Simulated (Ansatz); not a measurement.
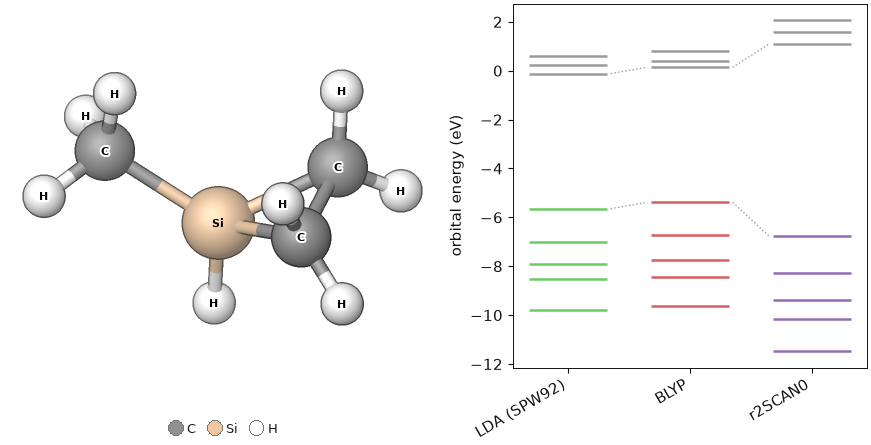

Frontier orbital energies of C₃H₈Si, SMILES C[SiH]1CC1 at one geometry, def2-TZVPP, the Ansatz code 0.2.0, at a PBE0-D4/def2-TZVP geometry (a minimum by its frequencies). Empty levels are grey, levels within 0.1 eV stand side by side; all columns show the same few orbitals around the gap. Dotted lines join the HOMOs and the LUMOs.

**How do the frontier levels move from column to column?**

The separation grows from 5.53 eV (LDA (SPW92)) to 7.88 eV (r2SCAN0).

```csv
level,HOMO (eV),LUMO (eV),separation (eV)
LDA (SPW92),−5.64,−0.12,5.53
BLYP,−5.39,0.14,5.53
r2SCAN0,−6.78,1.10,7.88
```

Limits of at least one run: empty levels above zero depend strongly on the basis.
